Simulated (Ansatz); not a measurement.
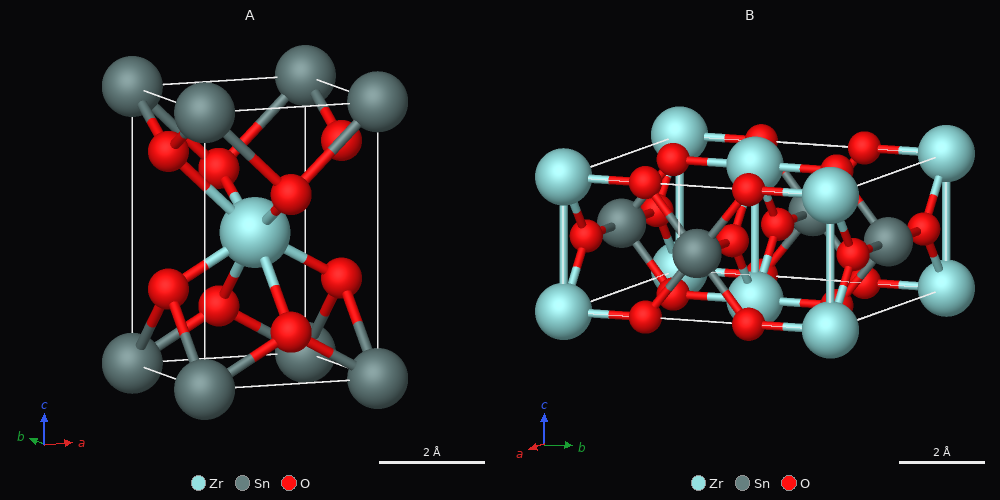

Two structures of ZrSnO4, each relaxed to rest (conventional cells in solid outline, small ones repeated, not to one scale). Method: Ansatz, DFT, PBEsol, plane waves, PAW, without spin polarisation.

> State the structure in each panel.

A: 6 atoms a cell on a primitive tetragonal lattice, P-4m2. B: 12 atoms a cell on a base-centred orthorhombic lattice, Cmmm.

> Which structure wins energetically, and by what margin?

B is lower, by 44 meV/atom at this level of theory (energies at zero smearing). Volumes: A 11.4, B 12.5 Å³/atom.

One or both may be structure types tried for this composition rather than known phases.
